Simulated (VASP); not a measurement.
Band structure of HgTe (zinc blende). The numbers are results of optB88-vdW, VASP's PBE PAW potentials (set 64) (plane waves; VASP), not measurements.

Unless said otherwise, spin-orbit coupling is left out, though it shifts the bands of the heavy elements here.

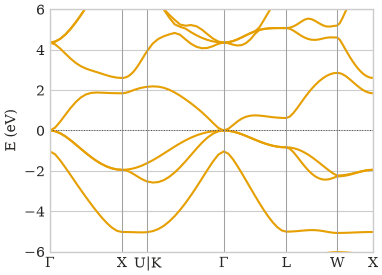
Figure. Bands along high-symmetry lines, zero at the valence-band maximum or, without a gap, the Fermi level

Read the plot: is there a gap, and where are the band edges?

It has no gap at this level: it comes out as a metal or semimetal. (Edges off the drawn lines would not show.)

The compound is HgTe in the zinc blende structure. It was relaxed first, which changed the volume by +8 %.
